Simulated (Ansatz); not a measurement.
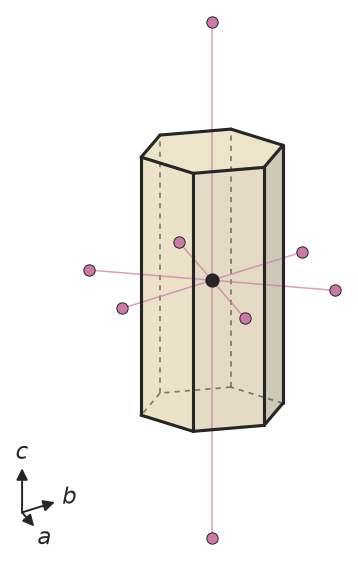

Crystal: Be2H, the end point of a relaxation with Ansatz 0.2.0, DFT PBE, scalar-relativistic, plane waves, PAW; the starting structure was generated, so it need not be a known form of this composition. The Wigner–Seitz cell of the crystal's lattice, with lines to the lattice points that define its faces. Symmetry computed with spglib at a tolerance of 0.002 Å; standard conventional cell.

a = 2.218 Å, b = 2.218 Å, c = 4.738 Å, α = 90.00°, β = 90.00°, γ = 120.00°; lattice centring P.

Question: What is the cell's combinatorial type?

Answer: A hexagonal prism: 8 faces (6 with 4 edges, 2 with 6 edges), 18 edges, 12 vertices. Its volume is that of the primitive cell, 20.2 Å³.

Question: Which lattice vectors do the faces bisect?

Answer:
```tsv
example	length (Å)	faces	edges of each	area (Å²)
a + b	2.22	6	4	6.1
c	4.74	2	6	4.3
```
